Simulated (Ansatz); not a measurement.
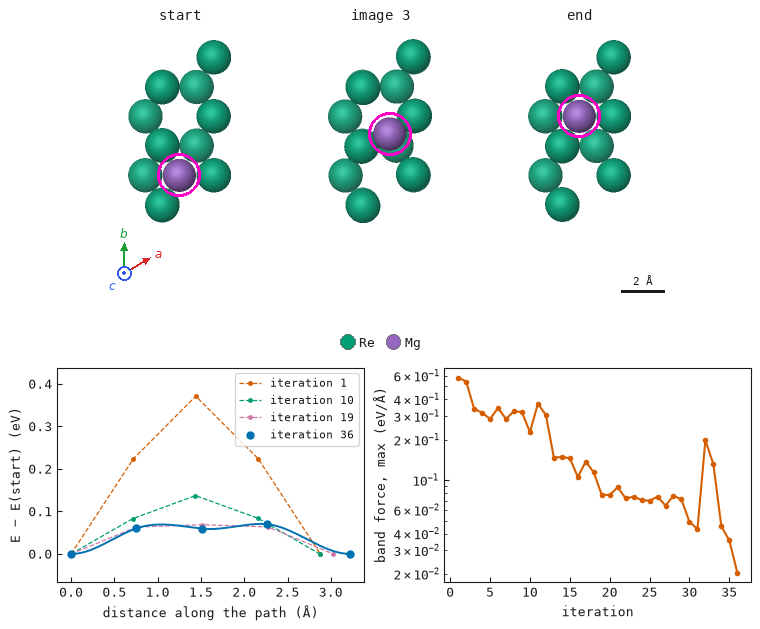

NEB run on Mg on Re(0001) (13 atoms in the cell). Images are numbered from 0 (start) to 4 (end). The plot follows the band through its iterations. The picture is a spheres-only view of the simulation cell, with the vacuum cut short (origin moved), seen along the c axis. The moving atom is ringed, with any periodic copies.

The calculation used Ansatz 0.2.0, DFT PBE, scalar-relativistic, plane waves, PAW. Run with plane-wave cutoff 420 eV; k-point mesh 4 × 4 × 1; Fermi-Dirac smearing 0.05 eV; 4 atoms held fixed; 3 movable images; climbing image; force threshold 0.03 eV/Å; iteration limit 80; optimiser L-BFGS; starting path by image-dependent pair potential.

Q: Did the band converge, and can the barrier be trusted?

A: The result is final at these settings. The band converged in 36 iterations. The largest component of the band force went from 0.58 to 0.02 eV/Å. The climbing image converged on the top of the path. A check of its curvatures found one unstable direction (−0.21 eV/Å²), as a transition state must have. The first iteration put the highest image at 0.371 eV. The two ends have the same energy, and the highest point, image 3, lies 0.070 eV above the start.

Limits of the set-up: the periodic images lie only 5.5 Å apart, so the values are limited by the cell's size.

The run took 24 min on 4 threads of Arm Neoverse V2, with other jobs on the host, peak memory 2.4 GiB.
